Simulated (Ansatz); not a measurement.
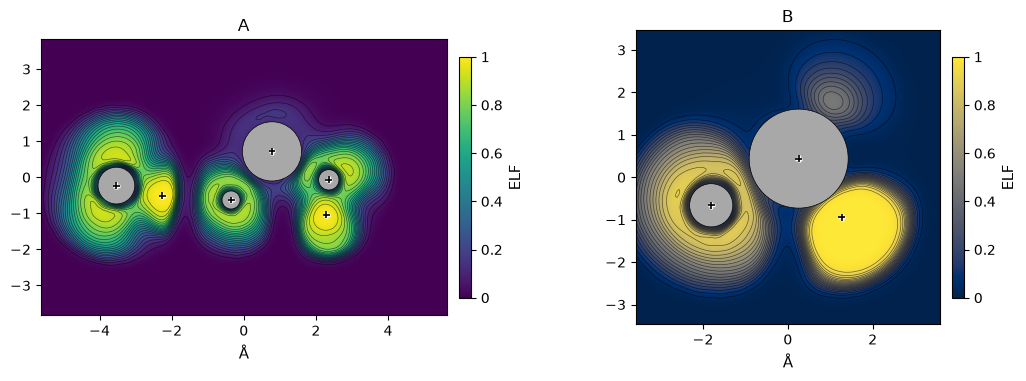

The ELF of 2 systems, each on a plane through atoms (crosses mark nuclei in the plane; grey discs cover the cores).

Theory: RKS B3LYP/def2-SVP (Ansatz).

System 1: FGeH₃O₃···HCl, the plane of atoms F2, Ge1 and O7. 

```xyz
10

Ge   -0.1128   -0.2261   -0.3538
F     0.0404    0.1636    1.3570
O     1.4630   -0.3544   -1.0904
H     1.8223   -1.2512   -1.0434
O    -0.9162    1.0967   -1.1599
H    -1.7847    1.3062   -0.7897
O    -0.9887   -1.7547   -0.3519
H    -1.2185   -2.0458    0.5425
Cl    1.6105    2.7480    2.4227
H     0.9767    1.6620    2.1033
```

System 2: ClH₅W, the plane of atoms Cl2, W1 and H5. Core potentials replace the inner electrons of W.

```xyz
7

W    -0.0012    0.0384    0.2147
Cl    0.7059   -1.1101    2.1230
H     1.2321    1.0017    0.7946
H     0.5166    1.3420   -0.7501
H    -1.6114    0.3690    0.7034
H     0.3635   -1.4746   -0.3887
H     0.0158   -0.1664   -1.4755
```

> Which map belongs to which system?

Panel A is system 1, FGeH₃O₃···HCl: the plane holds Ge, F, O, H and Cl. F2···H10 (1.92 Å): the ELF dips to about 0.10 between them. Panel B is system 2, ClH₅W: the plane holds W, Cl and H. W–Cl (2.34 Å): the ELF peaks at about 0.85 in the valence shell of Cl, 0.8 Å from its nucleus, and is about 0.35 at the midpoint.
